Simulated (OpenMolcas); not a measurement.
## Run report: SeF, single-point calculation (part 2 of 2)

SeF (Selenium monofluoride), multiplicity 2, SMILES F[Se]; CASPT2/ANO-RCC-VDZP, DKH2 (OpenMolcas 26.06). The geometry comes from this level: GFN2-xTB.

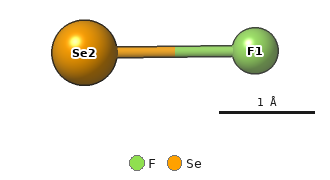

Figure 1. The structure (ball-and-stick view, seen on its broad side; atoms are numbered from 1 in the order of the input).

## Log, continued
```
      Charge (e):
                      =   -0.0000
      Dipole Moment (debye):
      Origin of the operator (angstrom)=    0.0000    0.0000    1.4604
                   X= -1.0033E-08               Y= -1.1357E-08               Z=  1.9817E+00           Total=  1.9817E+00
      Quadrupole Moment (debye*angstrom):
      Origin of the operator (angstrom)=    0.0000    0.0000    1.4604
                  XX= -2.3129E+01              XY= -1.6655E+00              XZ= -4.1825E-08              YY= -2.3583E+01
                  YZ= -4.7900E-08              ZZ= -2.3594E+01
      In traceless form (debye*angstrom)
                  XX=  4.5886E-01              XY= -2.4982E+00              XZ= -6.2737E-08              YY= -2.2132E-01
                  YZ= -7.1850E-08              ZZ= -2.3754E-01
--

      Mulliken spin population analysis for root number:  1
      ---------------------------------------------------

++    Molecular charges:
      ------------------

      Mulliken spin population per centre
      ---------------------------

                F1      SE2
      Total    0.0270  0.9730

      Total electronic spin=    1.000000
--

      LoProp population analysis for root number:  1
      -----------------------------------------------

++    LoProp analysis:
      ----------------

++    Static properties:
      ------------------

      LoProp Charges per center

                   F1       SE2
      Nuclear      9.0000  34.0000
      Electronic  -9.3891 -33.6109

      Total       -0.3891   0.3891
--

      Natural Bond Order analysis for root number:  1

++    Natural Bond Order analysis
      ---------------------------
      Based on LoProp computed density
      -------------------------------------------------------------------------------------
      Atom A       Atom B       Bond Order
      -------------------------------------------------------------------------------------
      NBO located      1.000 non-bonded electrons on atom F1
      NBO located      1.000 non-bonded electrons on atom F1
      NBO located      0.947 non-bonded electrons on atom F1
      NBO located      0.998 non-bonded electrons on atom SE2
      NBO located      0.999 non-bonded electrons on atom SE2
      NBO located      0.999 non-bonded electrons on atom SE2
      NBO located      1.000 non-bonded electrons on atom SE2
      NBO located      1.000 non-bonded electrons on atom SE2
      NBO located      1.000 non-bonded electrons on atom SE2
      NBO located      1.000 non-bonded electrons on atom SE2
      NBO located      1.000 non-bonded electrons on atom SE2
      NBO located      1.000 non-bonded electrons on atom SE2
      NBO located      1.000 non-bonded electrons on atom SE2
      NBO located      1.000 non-bonded electrons on atom SE2
      NBO located      1.000 non-bonded electrons on atom SE2
      NBO located      1.000 non-bonded electrons on atom SE2
      NBO located      1.000 non-bonded electrons on atom SE2
      The remaining    4.592 electrons are to be considered as diffuse
--

--

      Average orbitals are written to the RASORB file
      Natural orbitals for root   1 are written to the RASORB.1 file
      Spin density orbitals for root   1 are written to the SPDORB.1 file

--- Stop Module: rasscf /rc=_RC_ALL_IS_WELL_ ---

--- Start Module: caspt2 ---

                                              &CASPT2

                       available to each process: 1.9 GB of memory, 1 thread

++    Wave function specifications:
      -----------------------------

      Number of closed shell electrons           8
      Number of electrons in active shells       5
      Max number of holes in RAS1 space          0
      Max number of electrons in RAS3 space      0
      Number of inactive orbitals                4
      Number of active orbitals                  4
      Number of secondary orbitals              18
      Spin quantum number                      0.5
      State symmetry                             1
      Number of CSFs                            20
      Number of CASSCF root(s) available         1
      CASPT2 state passed to geometry opt.       1
      A file JOBMIX will be created
      This is a CASSCF or RASSCF reference function
--

++    Orbital specifications:
      -----------------------

      Symmetry species                           1
                                                 a
      Frozen orbitals                           15
      Inactive orbitals                          4
      Active orbitals                            4
      Secondary orbitals                        18
      Deleted orbitals                           0
      Number of basis functions                 41
--

++    CASPT2 specifications:
      ----------------------

      Type of calculation                        SS-CASPT2
      Fock operator                              state-specific
      IPEA shift                                 0.25
      Real shift                                 0.00
      Imaginary shift                            0.20
      The input orbitals will be transformed to quasi-canonical
--

--------------------------------------------------------------------------------
 Estimated memory requirements:
  POLY3 :                   250840
  RHS:                      258176
  SIGMA :                   260944
  PRPCTL:                        0
 Available workspace:    232489732

++ CASPT2 computation for group   1

********************************************************************************
 Multi-State initialization phase begins for group   1
--------------------------------------------------------------------------------
********************************************************************************
 Compute H0 matrices for state    1
--------------------------------------------------------------------------------
--------------------------------------------------------------------------------
 H0 matrices have been computed.

********************************************************************************
  CASPT2 EQUATION SOLUTION
--------------------------------------------------------------------------------

  Total nr of CASPT2 parameters:
   Before reduction:       15440
   After  reduction:       14654

 Variance of |WF0>:       1.0407854177

 The contributions to the second order correlation energy in atomic units.
-----------------------------------------------------------------------------------------------------------------------------
  IT.      VJTU        VJTI        ATVX        AIVX        VJAI        BVAT        BJAT        BJAI        TOTAL       RNORM
-----------------------------------------------------------------------------------------------------------------------------
   1    -0.000177   -0.001865   -0.017134   -0.045053   -0.014207   -0.036909   -0.080706   -0.056676   -0.252726    0.016028
   2    -0.000183   -0.002014   -0.017540   -0.045968   -0.014452   -0.037045   -0.080938   -0.056882   -0.255021    0.003023
   3    -0.000182   -0.002018   -0.017540   -0.045969   -0.014458   -0.037050   -0.080941   -0.056870   -0.255029    0.000813
   4    -0.000181   -0.002024   -0.017525   -0.045943   -0.014449   -0.037045   -0.080929   -0.056864   -0.254961    0.000173
   5    -0.000181   -0.002024   -0.017525   -0.045942   -0.014449   -0.037046   -0.080929   -0.056865   -0.254961    0.000035
   6    -0.000181   -0.002024   -0.017525   -0.045942   -0.014450   -0.037046   -0.080930   -0.056865   -0.254963    0.000009
   7    -0.000181   -0.002024   -0.017525   -0.045943   -0.014450   -0.037046   -0.080930   -0.056865   -0.254963    0.000002
-----------------------------------------------------------------------------------------------------------------------------

  FINAL CASPT2 RESULT:

      Reference energy:       -2527.5375204389
      E2 (Non-variational):      -0.2549632300
      Shift correction:          -0.0013317181
      E2 (Variational):          -0.2562949481
      Total energy:           -2527.7938153871
      Residual norm:              0.0000003930
      Reference weight:           0.92338

      Contributions to the CASPT2 correlation energy
      Active & Virtual Only:         -0.0545708011
      One Inactive Excited:          -0.1270537601
      Two Inactive Excited:          -0.0733386687

++ Denominators, etc.
--------------------------------------------------------------------------------------------------------------
 Report on small energy denominators, large coefficients, and large energy contributions.
CASE  SYMM ACTIVE-MIX  NON-ACTIVE INDICES          DENOMINATOR     RHS VALUE       COEFFICIENT     CONTRIBUTION
VJTU     1  Mu1.0001  In1.019                       0.16497304     -0.00000000      0.00000000     -0.00000000
ATVX     1  Mu1.0009  Se1.030                       1.78416173     -0.04179534      0.02687874     -0.00112341
ATVX     1  Mu1.0014  Se1.030                       2.17899815     -0.10903541      0.04792124     -0.00522511
ATVX     1  Mu1.0014  Se1.034                       2.51842420     -0.11711896      0.04411000     -0.00516612
AIVX     1  Mu1.0002  In1.017 Se1.028               1.76236622      0.08153013     -0.04593324     -0.00374494
AIVX     1  Mu1.0011  In1.018 Se1.031               2.16748317      0.08032403     -0.03544738     -0.00284728
AIVX     1  Mu1.0012  In1.018 Se1.031               2.18051649      0.08872642     -0.03858595     -0.00342359
AIVX     1  Mu1.0011  In1.019 Se1.031               1.86044999     -0.05134530      0.03128393     -0.00160628
AIVX     1  Mu1.0011  In1.018 Se1.035               2.50841701      0.09160578     -0.03474558     -0.00318290
AIVX     1  Mu1.0012  In1.018 Se1.035               2.52145033      0.09499683     -0.03550677     -0.00337303
AIVX     1  Mu1.0012  In1.016 Se1.036               4.64743414      0.14587189     -0.03064088     -0.00446964
VJAIP    1  Mu1.0001  Se1.029 In1.019 In1.017       1.70565258      0.06774279     -0.03938574     -0.00266810
VJAIP    1  Mu1.0002  Se1.031 In1.019 In1.017       2.07535776      0.06447302     -0.03376309     -0.00217681
VJAIM    1  Mu1.0001  Se1.029 In1.019 In1.017       1.70565258      0.04455065     -0.02587769     -0.00115287
BVATP    1  Mu1.0005  Se1.034 Se1.030               2.82498690     -0.08003150      0.02808211     -0.00224745
BVATP    1  Mu1.0005  Se1.034 Se1.034               3.16441295     -0.09075789      0.02850687     -0.00258722
BJATP    1  Mu1.0003  In1.018 Se1.035 Se1.034       3.18566065     -0.08102317      0.02530756     -0.00205050
BJATM    1  Mu1.0001  In1.019 Se1.029 Se1.028       1.86480282      0.09363285     -0.04964001     -0.00464794
BJATM    1  Mu1.0003  In1.018 Se1.031 Se1.030       2.50530075      0.06522705     -0.02585094     -0.00168618
BJATM    1  Mu1.0003  In1.018 Se1.034 Se1.031       2.84472681     -0.07202945      0.02514152     -0.00181093
BJATM    1  Mu1.0003  In1.018 Se1.035 Se1.030       2.84623459      0.07194004     -0.02513764     -0.00180840
BJATM    1  Mu1.0003  In1.018 Se1.035 Se1.034       3.18566065      0.10723632     -0.03349078     -0.00359143
BJATM    1  Mu1.0003  In1.018 Se1.038 Se1.037       6.98142092     -0.23998687      0.03434694     -0.00824281
BJAIP    1  Se1.031 In1.018 Se1.035 In1.018         2.86686988      0.08221385     -0.02853832     -0.00234625
BJAIP    1  Se1.035 In1.018 Se1.035 In1.018         3.20780372      0.09033668     -0.02805249     -0.00253417
BJAIP    1  Se1.026 In1.019 Se1.026 In1.019         1.34869827      0.04241085     -0.03076914     -0.00130495
BJAIP    1  Se1.028 In1.019 Se1.028 In1.019         1.88264428      0.06541900     -0.03434466     -0.00224679
BJAIP    1  Se1.029 In1.019 Se1.029 In1.019         1.88268119      0.06663089     -0.03499655     -0.00233185
BJAIP    1  Se1.031 In1.019 Se1.031 In1.019         1.91186967      0.05917343     -0.03061552     -0.00181163
--

   (Skipping property calculation,
    use PROP keyword to activate)
--

  Total CASPT2 energies:
::    CASPT2 Root  1     Total energy:  -2527.79381539

  A NEW JOBIPH FILE NAMED 'JOBMIX' IS PREPARED.
********************************************************************************
--- Stop Module: caspt2 /rc=_RC_ALL_IS_WELL_ ---

.##################.
.# Happy landing! #.
.##################.

    Timing: Wall=3.93 User=3.32 System=0.60
```

The run was set up as follows.

## The input
```
* FSe CASPT2

&GATEWAY
  Coord
  2
  angstrom
  F        0.000000       0.000000       0.000000
  Se       0.000000       0.000000       1.807610
  Basis
  ANO-RCC-VDZP
  Group
  NoSym
  RICD

&SEWARD

&RASSCF
  FileOrb
  $CurrDir/step2.RasOrb
  Spin
  2
  Nactel
  5 0 0
  Inactive
  19
  Ras2
  4
  OrbListing
  Nothing
  OrbAppear
  Compact

&CASPT2
  Imaginary
  0.2
```

Run as:
```bash
export MOLCAS_MEM=1860
pymolcas step3.input > step3.log
```

## Key numbers

| quantity | value |
| --- | --- |
| outcome | converged |
| total energy | −2527.793815 hartree |
| CASSCF energy | −2527.537520 hartree |
| basis functions | 41 |
| hardware | 1 thread of Arm Neoverse V2, 24 GiB of memory available, shared host |
| wall time | 4.2 s |
| peak memory | 0.24 GiB |
